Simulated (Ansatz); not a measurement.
# Frequency calculation of Si₂H₄OF₂

Si₂H₄OF₂, computed with RKS r2SCAN-D4/def2-SVP (Ansatz 0.2.0).

It belongs to a series of runs on one base structure; here: vibrations at the highest image of the band. Figures and captions count atoms from 1; the log counts them from 0 in places.

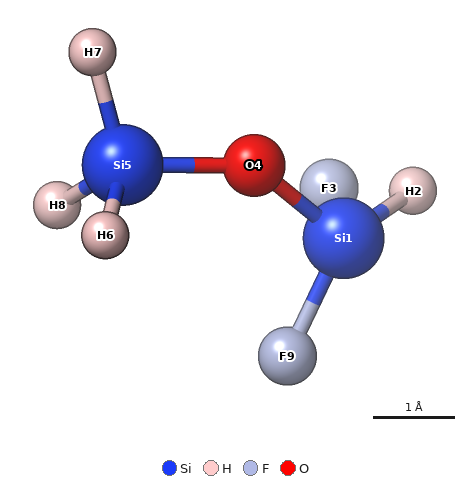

Fig. 1: The structure as given in the input (ball-and-stick view, seen at a tilt; atoms are numbered from 1 in the order of the input). Bond lengths as drawn: F–Si 1.63 Å, H–Si 1.49 to 1.65 Å and O–Si 1.64 to 1.68 Å.

**Results in brief**

| quantity | value |
| --- | --- |
| outcome | converged |
| total energy | −23287.5158 eV |
| mean-field energy | −23287.4696 eV |
| largest force (length of the vector) | 0.025 eV/Å |
| hardware | 4 threads of Arm Neoverse V1, 24 GiB of memory available, shared host |
| wall time | 55 s (CPU time 3.4 min) |
| peak memory | 0.17 GiB |

**The input**
```yaml
crystal:
  periodic: [false, false, false]
  atoms:
    - { symbol: Si, position_ang: [-0.232308, -0.129993, 0.677641] }
    - { symbol: H, position_ang: [1.37172, 0.173385, 0.884552] }
    - { symbol: F, position_ang: [1.390942, 0.34962, -0.287] }
    - { symbol: O, position_ang: [-1.287011, 1.033066, 0.205962] }
    - { symbol: Si, position_ang: [-2.388115, 1.380178, -1.01683] }
    - { symbol: H, position_ang: [-3.669398, 0.672672, -0.739917] }
    - { symbol: H, position_ang: [-2.608254, 2.85055, -1.015997] }
    - { symbol: H, position_ang: [-1.847811, 0.942952, -2.334981] }
    - { symbol: F, position_ang: [-0.652768, -1.44553, -0.186428] }
basis:
  gaussian: { orbitals: def2-SVP }
hamiltonian:
  xc: r2scan
  dispersion: d4
phonons: {}
```

Launch command:
```bash
ansatz run input.yaml --threads 4 --pin off --max-ram 5120MiB --backend cpu --events-out ev --progress --plain --runs-dir out
```

**Log**
```
Engine: ansatz 0.2.0, aarch64-unknown-linux-gnu
Functional definition: r2SCAN
  parameter k0 = 0.174
  parameter k1 = 0.065
  parameter a1 = 4.9479
  exchange = r2scan_x(k0 = k0, k1 = k1, a1 = a1)
  correlation = r2scan_c
1063 factors; their error is unknown
mean field evaluation 1: about -23281.4195 eV, gradient 6.1e1 eV
mean field evaluation 2: about -23259.7685 eV, gradient 1.2e2 eV
mean field evaluation 4: about -23287.4281 eV, gradient 8.7e0 eV
mean field evaluation 8: about -23287.5534 eV, gradient 2.3e-1 eV
mean field evaluation 16: about -23287.4696 eV, gradient 8.5e-5 eV
mean field -23287.46958192 eV, -855.7987223217 hartree, gradient 8.8e-6 eV, S^2 0.000000; 0 other end points of the search recorded, 0 dependent functions left out
the calculation of the forces begins
reference -23287.46959224 eV, -855.7987227012 hartree; 29, 29 occupied and 69, 69 virtual orbitals, 1063 factors
these checks for a lower state are left out or cut short: stability, starts, cluster_reference, orbital_swaps, neighbouring_geometries, increment
1063 factors; their error is unknown
mean field -23287.46951404 eV, -855.7987198273 hartree, gradient 1.4e-6 eV, S^2 0.000000; 0 other end points of the search recorded, 0 dependent functions left out
[... from here on the field's lines of each further geometry are left out, up to the last ...]
the calculation of the forces begins
reference -23287.46956497 eV, -855.7987216987 hartree; 29, 29 occupied and 69, 69 virtual orbitals, 1063 factors
these checks for a lower state are left out or cut short: stability, starts, cluster_reference, orbital_swaps, neighbouring_geometries, increment
1063 factors; their error is unknown
mean field -23287.46954987 eV, -855.7987211438 hartree, gradient 2.5e-6 eV, S^2 0.000000; 0 other end points of the search recorded, 0 dependent functions left out
the calculation of the forces begins
reference -23287.46956019 eV, -855.7987215232 hartree; 29, 29 occupied and 69, 69 virtual orbitals, 1063 factors
WARN: phonons: modes at or below zero, which the zero-point energy, F, S and C_V leave out: 1, the lowest at -1114.19 cm⁻¹. A minimum has none, and a first-order saddle one
Total energy: -23287.51580106 eV, -855.8004208438 hartree
Atom 0 at    -0.232308    -0.129993     0.677641 Å, force     0.001671    -0.014450     0.000596 eV/Å
Atom 1 at     1.371720     0.173385     0.884552 Å, force     0.000839     0.003900    -0.003351 eV/Å
Atom 2 at     1.390942     0.349620    -0.287000 Å, force    -0.006180    -0.002773     0.006103 eV/Å
Atom 3 at    -1.287011     1.033066     0.205962 Å, force     0.003155     0.023270    -0.009627 eV/Å
Atom 4 at    -2.388115     1.380178    -1.016830 Å, force     0.006039    -0.017394     0.001092 eV/Å
Atom 5 at    -3.669398     0.672672    -0.739917 Å, force    -0.001874     0.002649     0.001842 eV/Å
Atom 6 at    -2.608254     2.850550    -1.015997 Å, force    -0.004256    -0.002423     0.003065 eV/Å
Atom 7 at    -1.847811     0.942952    -2.334981 Å, force     0.002114     0.006845    -0.000513 eV/Å
Atom 8 at    -0.652768    -1.445530    -0.186428 Å, force    -0.001509     0.000377     0.000794 eV/Å
Dipole moment:    -0.108113     0.149791     0.103588 e Å
Vibrations: -1114.19 42.89 56.16 74.16 184.50 240.79 367.71 596.80 622.38 652.88 725.22 732.44 878.21 949.72 950.23 976.93 1082.28 1878.95 2241.96 2247.71 2262.71 cm⁻¹, zero-point energy 1.101267 eV
```

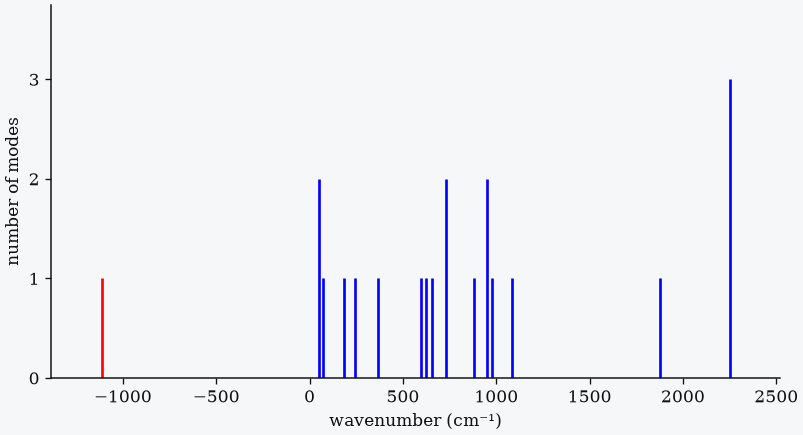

Fig. 2: Harmonic vibrational wavenumbers from the force constants; neighbouring modes closer than 15 cm⁻¹ are counted in one stick, and imaginary ones are drawn at negative wavenumbers. 21 modes from 1114i to 2263 cm⁻¹, 1 imaginary beyond 8i (1114i cm⁻¹): a first-order saddle point, if the geometry is stationary.
